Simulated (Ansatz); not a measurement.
CH2FP (SMILES [H]/P=C/F): methods side by side

CH2FP: 5 atoms, total charge 0, spin state singlet. SMILES: `[H]/P=C/F`. The shape is that of a GFN2-xTB optimisation.

```xyz
5

F    -0.4582   -1.5441    0.7059
C    -0.2810   -0.3669    0.0905
P     1.1581    0.4689    0.2459
H    -1.1595   -0.0862   -0.4760
H     0.7407    1.5283   -0.5663
```

Quantity: the energy change with the C2–H4 bond stretched from 1.082 to 1.353 Å, in eV. The values are calculated.

```csv
level,kind,program,value (eV),less FCI/STO-3G,CPU time (all runs)
BLYP/STO-3G (restricted),GGA,Ansatz,0.56,-0.08,2.3 s
revPBE/STO-3G (restricted),GGA,Ansatz,0.58,-0.06,2.3 s
PBE0/STO-3G (restricted),global hybrid,Ansatz,0.75,+0.11,2.2 s
CAM-B3LYP/STO-3G (restricted),range-separated hybrid,Ansatz,0.76,+0.12,2.6 s
RPA@PBE/STO-3G (restricted),RPA,Ansatz,0.58,-0.06,3.3 s
CCSD(T)/STO-3G (restricted),coupled cluster or CI,Ansatz,0.64,0.00,0.38 s
CCSD/STO-3G (restricted),coupled cluster or CI,Ansatz,0.66,+0.02,0.37 s
FCI/STO-3G,exact in the basis,Ansatz,0.64,0.00,43 s
```

FCI/STO-3G is exact within its basis and frozen core, so for wave-function methods in that basis the difference is their error; functionals converge differently with the basis, so for them it is only a difference. The first shape isn't each level's own minimum. The values span 0.56 to 0.76 eV. All rows use very small basis sets, so even the best lies far from the true value. CPU times are rough (shared hosts, several kinds of processor): they show what a rung costs within a factor of a few.

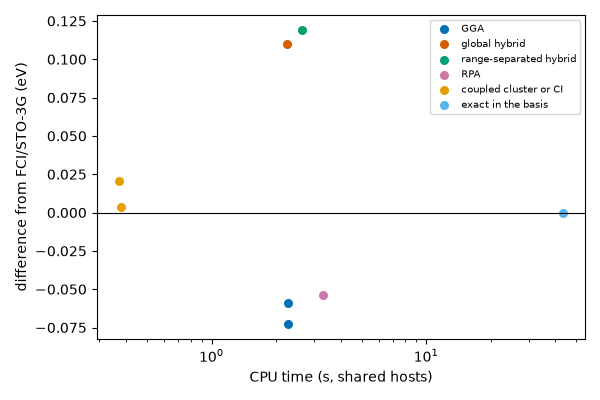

Difference from FCI/STO-3G against processor time, one point a level.
